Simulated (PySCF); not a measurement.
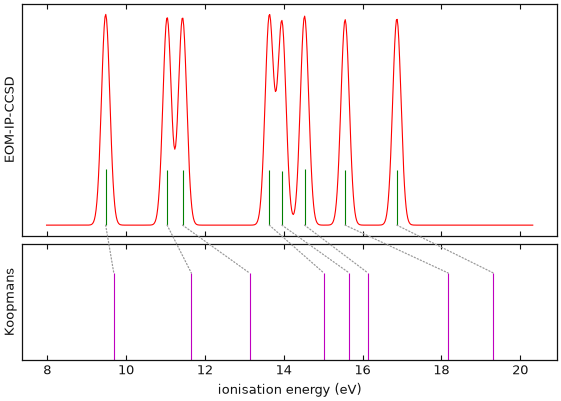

Valence photoelectron lines of C₃HF₂NS, SMILES Fc1csc(F)n1: vertical EOM-IP-CCSD/aug-cc-pVDZ (frozen core, PySCF 2.14.0, at a PBE0-D3(BJ)/def2-SVP geometry (no frequency check); 8 lines, one for each of the 8 highest orbitals, so a line of a deeper orbital can be missing among them) above, Hartree-Fock orbital energies with the sign turned below, non-relativistic; dotted lines join each line to its leading orbital. Stick heights are one-hole weights (summed over degenerate lines), not cross-sections; Gaussian width 0.25 eV.

**What is the first vertical ionisation energy, and how far is Koopmans' value off?**

9.48 eV from the HOMO; Koopmans gives 9.69 eV, 0.21 eV too high.

**List the lines.**

| hole | EOM-IP-CCSD (eV) | Koopmans (eV) | one-hole weight |
| --- | --- | --- | --- |
| HOMO | 9.48 | 9.69 | 0.96 |
| HOMO-1 | 11.04 | 11.66 | 0.95 |
| HOMO-2 | 11.43 | 13.13 | 0.94 |
| HOMO-3 | 13.64 | 15.02 | 0.95 |
| HOMO-4 | 13.95 | 15.66 | 0.92 |
| HOMO-5 | 14.53 | 16.14 | 0.95 |
| HOMO-6 | 15.56 | 18.17 | 0.94 |
| HOMO-7 | 16.87 | 19.32 | 0.94 |

Note: small basis, so the lines can lie some tenths of an eV too low.
